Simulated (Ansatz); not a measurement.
The reference is GaN in the zinc blende structure (space group F-43m, No. 216; a = 4.4554 Å). Axes: x, y, z lie along the cube axes.

Now apply this change: tensor shear ε_xy = +0.86 % (engineering shear γ = 0.0172), atoms relaxed at fixed cell.

Method: LDA in Ansatz (plane waves to 420 eV, PAW, no SOC).

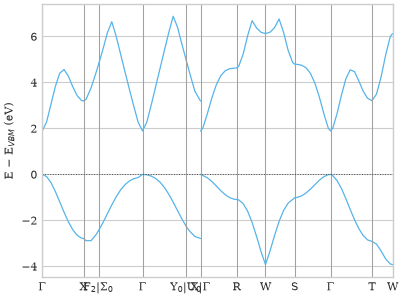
Figure. Highest valence and lowest conduction band along the path of the changed cell's own zone

Task: From the figure, how large is the changed gap, and is it direct?

Result: About 1.9 eV, direct at Γ.

The cells carry an imposed strain or load. Whether these cells are dynamically stable was not tested. This is not the structure that GaN has at room temperature and ambient pressure. Labels are those of the standard path for the cell's own space group.

Ansatz is a program for electronic structure.
